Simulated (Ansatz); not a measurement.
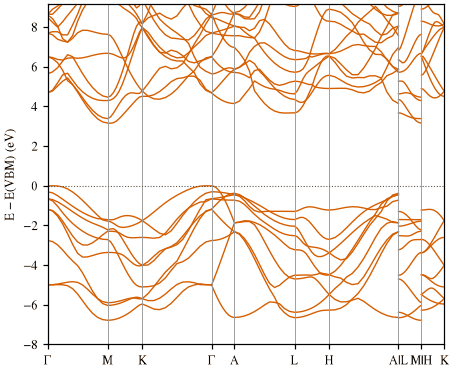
*Band structure from r²SCAN+D4 (plane waves, PAW; program Ansatz)*

Read off the gap and where the band edges lie.

About 3.2 eV (3.15 eV by a search for the band edges); maximum on the Γ–M line, 10 % of the way from Γ, minimum on the M–K line, 9 % of the way from M.

Pick the material that matches.
A. GaN, P6_3/mmc (Ga on 2d, N on 2b)
B. BeS, P6_422 (Be on 3c, S on 3d)
C. WS2, P6_3/mmc (W on 2c, S on 4f)
D. BN, P6_3/mmc (B on 2b, N on 2d)

B, BeS, P6_422 (Be on 3c, S on 3d)

The start of the workflow was typed in or built on a structure type; neither database checked (COD, Materials Project) lists it. COD files the formula under space group No. 216, so this cell is another polymorph or a model. Whether it is the stable phase at ambient conditions was not checked. Symmetry was held in the r²SCAN+D4 relaxation; its stability against distortions is not shown here.

Potentials: the earlier of the program's two PAW sets.
